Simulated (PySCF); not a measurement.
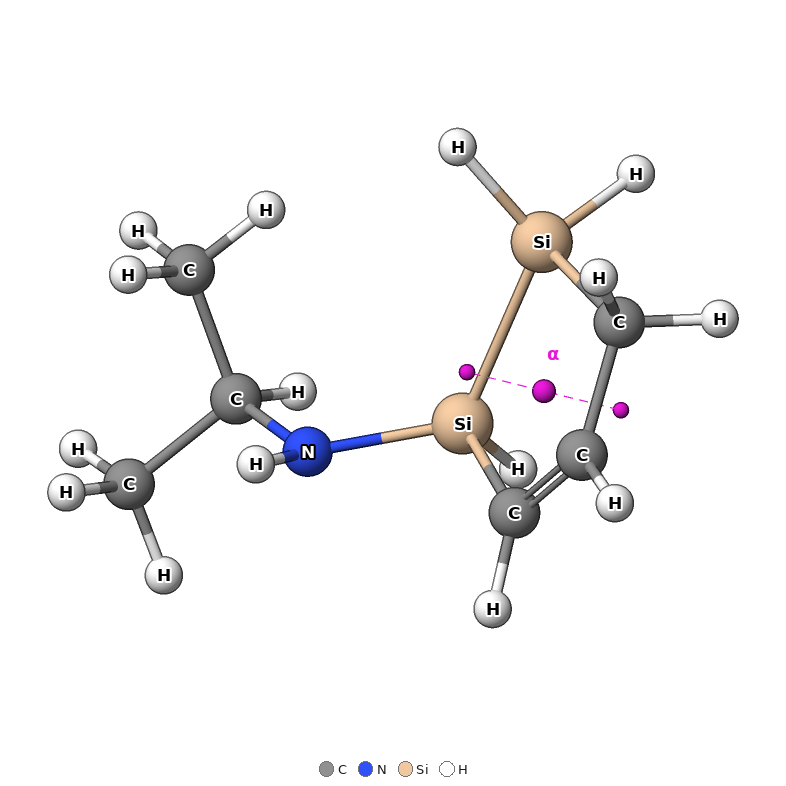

The small points mark where nucleus-independent chemical shifts (NICS) were computed: at the centre of each lettered ring and 1 Å above and below it. Computed geometry: GFN2-xTB optimisation. No frequency run is at hand to confirm it as a minimum. Method: GIAO PBE0/pcSseg-1 NMR shielding, non-relativistic, gas phase (PySCF 2.14.0).

Give NICS(0), NICS(1) and the out-of-plane component NICS(1)zz for each ring (means of the two sides).

```tsv
ring	members	NICS(0)	NICS(1)	NICS(1)zz
α	C3Si2	−1.4	−3.0	−1.1
```

Values in ppm.

### What do the values say about the ring currents?

Ring α: weak, as in a non-aromatic ring. NICS is one index among several.

The geometry is semi-empirical. Around Si such bond lengths and angles can be off by a tenth of an ångström or more and by several degrees, and values that hang on the shape move with them.
